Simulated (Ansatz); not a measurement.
# WH3Cl4OF: nudged elastic band

System: WH3Cl4OF.
Method: RHF/def2-SVP (Ansatz 0.2.0).

It belongs to a series of runs on one base structure; here: band between the two ends. Figures and captions count atoms from 1; the log counts them from 0 in places.

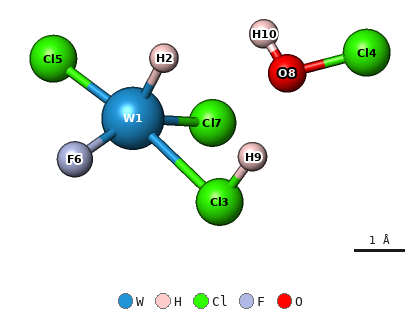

**Figure 1.** The input geometry (ball-and-stick view, seen at a tilt; atoms are numbered from 1 in the order of the input). Sticks mark near contacts. Bond lengths as drawn: Cl–H 1.29 Å, Cl–O 1.67 Å, Cl–W 2.29 to 2.87 Å, F–W 1.84 Å, H–O 0.95 Å and H–W 1.67 Å.

## Input file
```yaml
crystal:
  periodic: [false, false, false]
  atoms:
    - { symbol: W, position_ang: [-0.511827, -1.023864, -0.30691] }
    - { symbol: H, position_ang: [-0.660769, 0.182903, 0.843681] }
    - { symbol: Cl, position_ang: [2.265771, -0.32016, -0.275164] }
    - { symbol: Cl, position_ang: [1.998828, 3.847401, 1.338879] }
    - { symbol: Cl, position_ang: [-2.696058, -1.837471, -0.306859] }
    - { symbol: F, position_ang: [0.206783, -2.407875, 0.663171] }
    - { symbol: Cl, position_ang: [-0.611395, 0.239577, -2.21386] }
    - { symbol: O, position_ang: [1.565521, 2.246389, 1.523108] }
    - { symbol: H, position_ang: [2.180052, 0.748084, 0.440489] }
    - { symbol: H, position_ang: [0.669591, 2.241218, 1.841866] }
basis:
  gaussian: { orbitals: def2-SVP }
hamiltonian:
  xc: hf
neb:
  order_check: false
  images: 5
  f_tol: 0.03
  max_iterations: 60
  final_atoms:
    - { symbol: W, position_ang: [0.15010041, -0.38383568, -0.56623444] }
    - { symbol: H, position_ang: [0.30985197, 0.1161169, 3.27584314] }
    - { symbol: Cl, position_ang: [2.54493581, -0.82435779, -0.54728602] }
    - { symbol: Cl, position_ang: [0.31786573, 2.95714922, 0.40347176] }
    - { symbol: Cl, position_ang: [-2.1011352, 0.40637672, -0.46667213] }
    - { symbol: F, position_ang: [-0.15406923, -1.55229671, 0.79613987] }
    - { symbol: Cl, position_ang: [0.06609888, -0.5382414, -2.84325153] }
    - { symbol: O, position_ang: [0.95172286, 1.44728181, 0.03130776] }
    - { symbol: H, position_ang: [1.91334113, 1.43595403, 0.10482286] }
    - { symbol: H, position_ang: [0.40778464, 0.85205489, 3.36025973] }
  initial_path:
    images:
      - { positions_ang: [[-0.511827, -1.023864, -0.30691], [-0.660769, 0.182903, 0.843681], [2.265771, -0.32016, -0.275164], [1.998828, 3.847401, 1.338879], [-2.696058, -1.837471, -0.306859], [0.206783, -2.407875, 0.663171], [-0.611395, 0.239577, -2.21386], [1.565521, 2.246389, 1.523108], [2.180052, 0.748084, 0.440489], [0.669591, 2.241218, 1.841866]] }
      - { positions_ang: [[-0.34120788, -0.68607677, -0.2006372], [-0.42658631, 0.12375664, 1.25626259], [2.30690047, -0.20276799, -0.19564797], [1.31826789, 3.35795011, 0.89069873], [-2.59373822, -1.24265422, -0.18442843], [0.14893003, -2.2253015, 0.45061692], [-0.42365408, 0.15007241, -2.26841812], [1.52978866, 2.015708, 1.24103266], [2.18919434, 0.87156204, 0.6921444], [0.6986021, 1.75395329, 1.86677744]] }
      - { positions_ang: [[-0.17058875, -0.34828955, -0.09436441], [-0.19240362, 0.06461028, 1.66884417], [2.34802994, -0.08537598, -0.11613195], [0.63770777, 2.86849923, 0.44251846], [-2.49141845, -0.64783744, -0.06199786], [0.09107706, -2.042728, 0.23806284], [-0.23591316, 0.06056782, -2.32297624], [1.49405632, 1.78502699, 0.95895732], [2.19833669, 0.99504008, 0.9437998], [0.72761319, 1.26668857, 1.89168888]] }
      - { positions_ang: [[3.037e-05, -0.01050232, 0.01190839], [0.04177908, 0.00546392, 2.08142576], [2.38915941, 0.03201603, -0.03661592], [-0.04285234, 2.37904834, -0.00566181], [-2.38909867, -0.05302066, 0.0604327], [0.0332241, -1.8601545, 0.02550876], [-0.04817225, -0.02893677, -2.37753436], [1.45832398, 1.55434599, 0.67688198], [2.20747903, 1.11851812, 1.19545519], [0.75662429, 0.77942386, 1.91660032]] }
      - { positions_ang: [[0.05005372, -0.13494677, -0.18080589], [0.13113671, 0.04234825, 2.47956488], [2.44108488, -0.25344191, -0.20683929], [0.07738702, 2.57174864, 0.13071605], [-2.29311085, 0.1001118, -0.11526891], [-0.02920701, -1.75753524, 0.28238579], [-0.01008187, -0.19870498, -2.53277342], [1.28945694, 1.51865793, 0.46169057], [2.10943307, 1.22433009, 0.83191108], [0.64034441, 0.8036342, 2.39782012]] }
      - { positions_ang: [[0.10007706, -0.25939122, -0.37352016], [0.22049434, 0.07923257, 2.87770401], [2.49301034, -0.53889985, -0.37706265], [0.19762637, 2.76444893, 0.2670939], [-2.19712302, 0.25324426, -0.29097052], [-0.09163812, -1.65491597, 0.53926283], [0.02800851, -0.36847319, -2.68801248], [1.1205899, 1.48296987, 0.24649917], [2.0113871, 1.33014206, 0.46836697], [0.52406452, 0.82784455, 2.87903993]] }
      - { positions_ang: [[0.15010041, -0.38383568, -0.56623444], [0.30985197, 0.1161169, 3.27584314], [2.54493581, -0.82435779, -0.54728602], [0.31786573, 2.95714922, 0.40347176], [-2.1011352, 0.40637672, -0.46667213], [-0.15406923, -1.55229671, 0.79613987], [0.06609888, -0.5382414, -2.84325153], [0.95172286, 1.44728181, 0.03130776], [1.91334113, 1.43595403, 0.10482286], [0.40778464, 0.85205489, 3.36025973]] }
```

Hardware: 4 threads of Arm Neoverse V2, 24 GiB of memory available, shared host.

Launch command:
```bash
ansatz run input.yaml --threads 4 --pin off --max-ram 5120MiB --backend cpu --events-out ev --progress --plain --runs-dir out
```

## Log
```
Engine: ansatz 0.2.0, aarch64-unknown-linux-gnu
Functional definition: HF
  exchange = exact_x
  correlation = 0
1480 factors; integrals over basis functions are off by at most 3.1e-4 eV
mean field evaluation 1: about -56587.7757 eV, gradient 4.1e1 eV
mean field evaluation 2: about -56588.0752 eV, gradient 4.1e1 eV
mean field evaluation 4: about -56592.1172 eV, gradient 4.6e0 eV
mean field evaluation 8: about -56592.2125 eV, gradient 4.4e-1 eV
mean field evaluation 16: about -56592.2148 eV, gradient 1.4e-5 eV
mean field evaluation 32: about -56590.1014 eV, gradient 6.6e0 eV
mean field evaluation 64: about -56590.3218 eV, gradient 1.0e0 eV
mean field -56592.21476699 eV, -2079.7255331061 hartree, gradient 1.4e-5 eV, S^2 0.000000; 1 other end points of the search recorded, 0 dependent functions left out
the calculation of the forces begins
reference -56592.21476699 eV, -2079.7255331061 hartree; 51, 51 occupied and 96, 96 virtual orbitals, 1480 factors
1480 factors; integrals over basis functions are off by at most 1.3e-3 eV
mean field evaluation 96: about -56592.6223 eV, gradient 2.7e-5 eV
mean field evaluation 128: about -56574.3473 eV, gradient 3.9e1 eV
mean field evaluation 160: about -56588.6753 eV, gradient 1.1e1 eV
mean field evaluation 192: about -56578.9648 eV, gradient 9.1e0 eV
mean field evaluation 224: about -56576.0781 eV, gradient 7.2e0 eV
mean field -56592.62230391 eV, -2079.7405098114 hartree, gradient 6.0e-5 eV, S^2 0.000000; 0 other end points of the search recorded, 0 dependent functions left out
[... from here on the field's lines of each further geometry are left out, up to the last ...]
NEB iter   1: max|band force component| = 1.607e1 eV/Å  barrier→ = 8.2688 eV  barrier← = 8.6763 eV  Δτ_max = 0.2000 Å  (1697 SCF iters)
NEB iter   2: max|band force component| = 6.988e0 eV/Å  barrier→ = 5.9539 eV  barrier← = 6.3615 eV  Δτ_max = 0.2000 Å  (430 SCF iters)
NEB iter   3: max|band force component| = 2.478e0 eV/Å  barrier→ = 5.5240 eV  barrier← = 5.9315 eV  Δτ_max = 0.2000 Å  (428 SCF iters)
NEB iter   4: max|band force component| = 1.433e0 eV/Å  barrier→ = 5.1454 eV  barrier← = 5.5529 eV  Δτ_max = 0.1955 Å  (433 SCF iters)
NEB iter   5: max|band force component| = 2.454e0 eV/Å  barrier→ = 4.5231 eV  barrier← = 4.9307 eV  Δτ_max = 0.1006 Å  (412 SCF iters)
NEB iter   6: max|band force component| = 2.973e0 eV/Å  barrier→ = 3.8836 eV  barrier← = 4.2911 eV  Δτ_max = 0.1027 Å  (420 SCF iters)
NEB iter   7: max|band force component| = 2.769e0 eV/Å  barrier→ = 3.0029 eV  barrier← = 3.4104 eV  Δτ_max = 0.2000 Å  (411 SCF iters)
NEB iter   8: max|band force component| = 5.328e0 eV/Å  barrier→ = 1.7601 eV  barrier← = 2.1676 eV  Δτ_max = 0.0995 Å  (419 SCF iters)
NEB iter   9: max|band force component| = 1.485e0 eV/Å  barrier→ = 1.4219 eV  barrier← = 1.8294 eV  Δτ_max = 0.1987 Å  (402 SCF iters)
NEB iter  10: max|band force component| = 2.942e0 eV/Å  barrier→ = 1.4053 eV  barrier← = 1.8129 eV  Δτ_max = 0.1036 Å  (405 SCF iters)
NEB iter  11: max|band force component| = 1.470e0 eV/Å  barrier→ = 1.1423 eV  barrier← = 1.5498 eV  Δτ_max = 0.2000 Å  (403 SCF iters)
NEB iter  12: max|band force component| = 1.082e0 eV/Å  barrier→ = 1.2218 eV  barrier← = 1.6293 eV  Δτ_max = 0.1961 Å  (410 SCF iters)
NEB iter  13: max|band force component| = 1.410e0 eV/Å  barrier→ = 1.0610 eV  barrier← = 1.4686 eV  Δτ_max = 0.1002 Å  (401 SCF iters)
NEB iter  14: max|band force component| = 6.744e-1 eV/Å  barrier→ = 1.1252 eV  barrier← = 1.5328 eV  Δτ_max = 0.2000 Å  (408 SCF iters)
NEB iter  15: max|band force component| = 1.216e0 eV/Å  barrier→ = 1.3071 eV  barrier← = 1.7147 eV  Δτ_max = 0.1005 Å  (390 SCF iters)
NEB iter  16: max|band force component| = 7.643e-1 eV/Å  barrier→ = 1.2413 eV  barrier← = 1.6488 eV  Δτ_max = 0.0899 Å  (410 SCF iters)
NEB iter  17: max|band force component| = 4.572e-1 eV/Å  barrier→ = 1.2155 eV  barrier← = 1.6231 eV  CI = image 2  Δτ_max = 0.0992 Å  (413 SCF iters)
NEB iter  18: max|band force component| = 4.579e-1 eV/Å  barrier→ = 1.1521 eV  barrier← = 1.5596 eV  CI = image 2  Δτ_max = 0.0994 Å  (400 SCF iters)
NEB iter  19: max|band force component| = 3.756e-1 eV/Å  barrier→ = 1.1019 eV  barrier← = 1.5094 eV  CI = image 2  Δτ_max = 0.1005 Å  (405 SCF iters)
NEB iter  20: max|band force component| = 4.707e-1 eV/Å  barrier→ = 1.0528 eV  barrier← = 1.4603 eV  CI = image 2  Δτ_max = 0.0499 Å  (400 SCF iters)
NEB iter  21: max|band force component| = 4.320e-1 eV/Å  barrier→ = 1.0334 eV  barrier← = 1.4409 eV  CI = image 2  Δτ_max = 0.0986 Å  (397 SCF iters)
NEB iter  22: max|band force component| = 4.198e-1 eV/Å  barrier→ = 0.9991 eV  barrier← = 1.4066 eV  CI = image 2  Δτ_max = 0.1961 Å  (393 SCF iters)
NEB iter  23: max|band force component| = 5.241e-1 eV/Å  barrier→ = 0.9709 eV  barrier← = 1.3784 eV  CI = image 2  Δτ_max = 0.1036 Å  (394 SCF iters)
NEB iter  24: max|band force component| = 1.030e0 eV/Å  barrier→ = 1.0012 eV  barrier← = 1.4088 eV  CI = image 2  Δτ_max = 0.0505 Å  (394 SCF iters)
NEB iter  25: max|band force component| = 9.972e-1 eV/Å  barrier→ = 1.0093 eV  barrier← = 1.4168 eV  CI = image 2  Δτ_max = 0.0579 Å  (394 SCF iters)
NEB iter  26: max|band force component| = 7.741e-1 eV/Å  barrier→ = 0.9824 eV  barrier← = 1.3899 eV  CI = image 2  Δτ_max = 0.0535 Å  (385 SCF iters)
NEB iter  27: max|band force component| = 6.715e-1 eV/Å  barrier→ = 0.9501 eV  barrier← = 1.3576 eV  CI = image 2  Δτ_max = 0.0995 Å  (379 SCF iters)
NEB iter  28: max|band force component| = 8.933e-1 eV/Å  barrier→ = 0.9641 eV  barrier← = 1.3717 eV  CI = image 2  Δτ_max = 0.0503 Å  (398 SCF iters)
NEB iter  29: max|band force component| = 7.588e-1 eV/Å  barrier→ = 0.9701 eV  barrier← = 1.3776 eV  CI = image 2  Δτ_max = 0.0276 Å  (385 SCF iters)
NEB iter  30: max|band force component| = 4.372e-1 eV/Å  barrier→ = 0.9542 eV  barrier← = 1.3617 eV  CI = image 2  Δτ_max = 0.0306 Å  (390 SCF iters)
NEB iter  31: max|band force component| = 2.596e-1 eV/Å  barrier→ = 0.9460 eV  barrier← = 1.3535 eV  CI = image 2  Δτ_max = 0.0293 Å  (395 SCF iters)
NEB iter  32: max|band force component| = 2.562e-1 eV/Å  barrier→ = 0.9474 eV  barrier← = 1.3550 eV  CI = image 2  Δτ_max = 0.0294 Å  (395 SCF iters)
NEB iter  33: max|band force component| = 2.513e-1 eV/Å  barrier→ = 0.9450 eV  barrier← = 1.3525 eV  CI = image 2  Δτ_max = 0.0549 Å  (398 SCF iters)
NEB iter  34: max|band force component| = 2.152e-1 eV/Å  barrier→ = 0.9407 eV  barrier← = 1.3483 eV  CI = image 2  Δτ_max = 0.0576 Å  (374 SCF iters)
NEB iter  35: max|band force component| = 1.168e-1 eV/Å  barrier→ = 0.9392 eV  barrier← = 1.3467 eV  CI = image 2  Δτ_max = 0.0468 Å  (386 SCF iters)
NEB iter  36: max|band force component| = 6.127e-2 eV/Å  barrier→ = 0.9403 eV  barrier← = 1.3479 eV  CI = image 2  Δτ_max = 0.0146 Å  (376 SCF iters)
NEB iter  37: max|band force component| = 6.220e-2 eV/Å  barrier→ = 0.9403 eV  barrier← = 1.3479 eV  CI = image 2  Δτ_max = 0.0073 Å  (365 SCF iters)
NEB iter  38: max|band force component| = 5.772e-2 eV/Å  barrier→ = 0.9401 eV  barrier← = 1.3476 eV  CI = image 2  Δτ_max = 0.0073 Å  (332 SCF iters)
NEB iter  39: max|band force component| = 4.487e-2 eV/Å  barrier→ = 0.9397 eV  barrier← = 1.3473 eV  CI = image 2  Δτ_max = 0.0073 Å  (346 SCF iters)
the calculation of the forces begins
reference -56592.51912931 eV, -2079.7367182149 hartree; 51, 51 occupied and 96, 96 virtual orbitals, 1485 factors
1484 factors; integrals over basis functions are off by at most 7.3e-4 eV
mean field evaluation 3328: about -56579.3391 eV, gradient 3.3e1 eV
mean field evaluation 3360: about -56590.8298 eV, gradient 1.6e0 eV
mean field -56591.27516617 eV, -2079.6910034127 hartree, gradient 1.9e-5 eV, S^2 0.000000; 1 other end points of the search recorded, 0 dependent functions left out
the calculation of the forces begins
reference -56591.27516617 eV, -2079.6910034127 hartree; 51, 51 occupied and 96, 96 virtual orbitals, 1484 factors
NEB iter  40: max|band force component| = 2.855e-2 eV/Å  barrier→ = 0.9396 eV  barrier← = 1.3471 eV  CI = image 2  Δτ_max = 0.0000 Å  (1077 SCF iters)
```

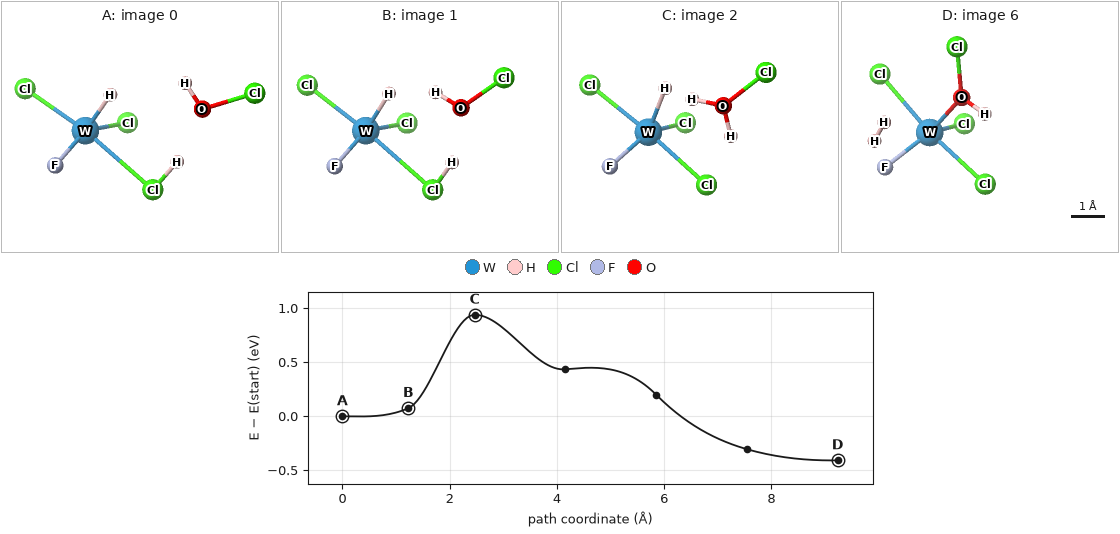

**Figure 2.** Images of the last band (counted from 0; ball-and-stick, seen at a tilt) above the energy along the path; the line is a cubic interpolation that uses the forces. The highest image is number 2, 0.940 eV above the start and 1.347 eV above the end (the climbing image); the end lies 0.408 eV below the start. The path is 9.24 Å long. The band converged in 40 iterations.

```
Total energy: -56591.27516617 eV, -2079.6910034127 hartree
Atom 0 at    -0.159156    -0.702263    -0.177266 Å, force    -0.000817     0.002079     0.002919 eV/Å
Atom 1 at    -0.461159     0.649719     0.914756 Å, force    -0.000338    -0.000210    -0.001946 eV/Å
Atom 2 at     2.324298    -0.349085    -0.329721 Å, force     0.000910     0.003316     0.000764 eV/Å
Atom 3 at     1.339359     3.363271     1.015599 Å, force     0.000716    -0.010761     0.004192 eV/Å
Atom 4 at    -2.482311    -1.163420     0.058847 Å, force     0.000153     0.000292     0.000489 eV/Å
Atom 5 at     0.240812    -2.179800     0.818316 Å, force     0.000854    -0.001530     0.001278 eV/Å
Atom 6 at    -0.398815     0.156628    -2.275860 Å, force    -0.000751    -0.001509    -0.004060 eV/Å
Atom 7 at     1.413843     1.747268     1.453421 Å, force    -0.001157    -0.011348    -0.015167 eV/Å
Atom 8 at     2.133424     1.293245     0.964357 Å, force     0.000879     0.007994     0.005363 eV/Å
Atom 9 at     0.456201     1.100639     1.105951 Å, force    -0.000449     0.011676     0.006169 eV/Å
Dipole moment:     0.531797     1.173298     0.382377 e Å
this run last wrote the band of iteration 40 to [file]
```

## The last band as extended XYZ (Å, eV, eV/Å)
```
10
Properties=species:S:1:pos:R:3:forces:R:3 image=0 energy=-56592.21477
W    -0.5118   -1.0239   -0.3069    0.0103  -0.0085   0.0082
H    -0.6608    0.1829    0.8437    0.0013   0.0060   0.0061
Cl    2.2658   -0.3202   -0.2752   -0.0007   0.0071   0.0070
Cl    1.9988    3.8474    1.3389   -0.0036  -0.0217   0.0029
Cl   -2.6961   -1.8375   -0.3069   -0.0101  -0.0028   0.0000
F     0.2068   -2.4079    0.6632    0.0032  -0.0051   0.0048
Cl   -0.6114    0.2396   -2.2139   -0.0045   0.0111  -0.0221
O     1.5655    2.2464    1.5231    0.0100   0.0266  -0.0035
H     2.1801    0.7481    0.4405    0.0000  -0.0073  -0.0050
H     0.6696    2.2412    1.8419   -0.0060  -0.0053   0.0016
10
Properties=species:S:1:pos:R:3:forces:R:3 image=1 energy=-56592.13835
W    -0.4094   -0.8211   -0.2510   -0.0508  -0.0336  -0.0135
H    -0.5365    0.4532    0.8296   -0.0230  -0.0427  -0.0274
Cl    2.3877   -0.2646   -0.3200    0.0205   0.0232   0.0269
Cl    1.3928    3.5582    1.0997    0.0064   0.0262   0.0168
Cl   -2.6521   -1.4180   -0.0683   -0.0353  -0.0624  -0.0410
F     0.2462   -2.2008    0.7648    0.0002  -0.0009   0.0024
Cl   -0.4897    0.2675   -2.2603   -0.0011   0.0044  -0.0037
O     1.5041    1.9761    1.6210    0.0209   0.0902   0.0264
H     2.3493    0.7325    0.5066    0.0414  -0.1275  -0.1031
H     0.6141    1.6331    1.6263    0.0208   0.1230   0.1164
10
Properties=species:S:1:pos:R:3:forces:R:3 image=2 energy=-56591.27517
W    -0.1592   -0.7023   -0.1773   -0.0008   0.0021   0.0029
H    -0.4612    0.6497    0.9148   -0.0003  -0.0002  -0.0019
Cl    2.3243   -0.3491   -0.3297    0.0009   0.0033   0.0008
Cl    1.3394    3.3633    1.0156    0.0007  -0.0108   0.0042
Cl   -2.4823   -1.1634    0.0588    0.0002   0.0003   0.0005
F     0.2408   -2.1798    0.8183    0.0009  -0.0015   0.0013
Cl   -0.3988    0.1566   -2.2759   -0.0008  -0.0015  -0.0041
O     1.4138    1.7473    1.4534   -0.0012  -0.0113  -0.0152
H     2.1334    1.2932    0.9644    0.0009   0.0080   0.0054
H     0.4562    1.1006    1.1060   -0.0004   0.0117   0.0062
10
Properties=species:S:1:pos:R:3:forces:R:3 image=3 energy=-56591.77933
W    -0.1209   -0.6997   -0.0576   -0.0090   0.0089  -0.0176
H    -0.4957    0.3668    1.4383    0.0005   0.0172  -0.0253
Cl    2.2940   -0.5117   -0.2410    0.0049   0.0058  -0.0063
Cl    0.9223    3.1440    0.2000    0.0143   0.0348   0.0171
Cl   -2.5001   -0.8421    0.1960    0.0015  -0.0247   0.0035
F     0.0752   -2.4029    0.5280    0.0128   0.0053   0.0264
Cl   -0.3665    0.2296   -2.1125   -0.0092  -0.0093   0.0074
O     1.8177    2.3343    1.3544   -0.0103  -0.0400   0.0122
H     2.4741    1.8394    0.8694   -0.0174  -0.0302  -0.0031
H     0.3063    0.4586    1.3732    0.0119   0.0321  -0.0143
10
Properties=species:S:1:pos:R:3:forces:R:3 image=4 energy=-56592.01481
W     0.0897   -0.4616    0.0569    0.0760   0.1033   0.0237
H    -0.2972    0.2141    1.8101    0.0710  -0.0700   0.1381
Cl    2.5208   -0.6310   -0.0584    0.0817  -0.0483   0.0574
Cl    0.7584    3.3898    0.0370   -0.0507   0.1033  -0.0181
Cl   -2.3068   -0.4072    0.2420    0.0648   0.1830  -0.0089
F     0.0109   -2.1952    0.5766   -0.0385   0.0735  -0.0293
Cl   -0.0040    0.3100   -2.0975    0.1376   0.0769   0.0036
O     1.1011    1.8560    0.5930   -0.2578  -0.2116  -0.2465
H     2.0492    1.7163    0.5343   -0.1515  -0.0656  -0.1005
H     0.4844    0.1250    1.8544    0.0675  -0.1445   0.1806
10
Properties=species:S:1:pos:R:3:forces:R:3 image=5 energy=-56592.51913
W     0.2064   -0.3700   -0.2287    0.0132   0.0089  -0.0330
H    -0.1747    0.3455    2.4776    0.0083   0.0034   0.0626
Cl    2.6197   -0.7052   -0.2889    0.0130  -0.0010  -0.0228
Cl    0.3398    3.1130    0.2793   -0.0451  -0.0253   0.0409
Cl   -2.0790    0.2742    0.0532    0.0240   0.0611  -0.0305
F    -0.0453   -1.8585    0.7865   -0.0020   0.0302   0.0048
Cl    0.0693   -0.2100   -2.4993    0.0144  -0.0372  -0.0411
O     0.9805    1.5665    0.2057   -0.0152  -0.0262  -0.0286
H     1.9438    1.5860    0.1895   -0.0129  -0.0100  -0.0212
H     0.5459    0.1746    2.5735    0.0022  -0.0039   0.0689
10
Properties=species:S:1:pos:R:3:forces:R:3 image=6 energy=-56592.62230
W     0.1501   -0.3838   -0.5662   -0.0053   0.0040   0.0199
H     0.3099    0.1161    3.2758    0.0042   0.0116  -0.0003
Cl    2.5449   -0.8244   -0.5473   -0.0023  -0.0012   0.0078
Cl    0.3179    2.9571    0.4035    0.0021  -0.0132  -0.0055
Cl   -2.1011    0.4064   -0.4667   -0.0152   0.0116  -0.0015
F    -0.1541   -1.5523    0.7961    0.0158  -0.0038  -0.0103
Cl    0.0661   -0.5382   -2.8433    0.0022  -0.0066  -0.0116
O     0.9517    1.4473    0.0313   -0.0166   0.0120   0.0040
H     1.9133    1.4360    0.1048    0.0182   0.0000  -0.0031
H     0.4078    0.8521    3.3603   -0.0032  -0.0144   0.0006
```

## Key numbers

```json
{"quantity": "outcome", "value": "converged"}
{"quantity": "barrier, forward", "value": "0.940 eV"}
{"quantity": "barrier, backward", "value": "1.347 eV"}
{"quantity": "wall time", "value": "7.7 min (CPU time 28 min)"}
{"quantity": "peak memory", "value": "0.58 GiB"}
```

The order of the saddle point was not checked.
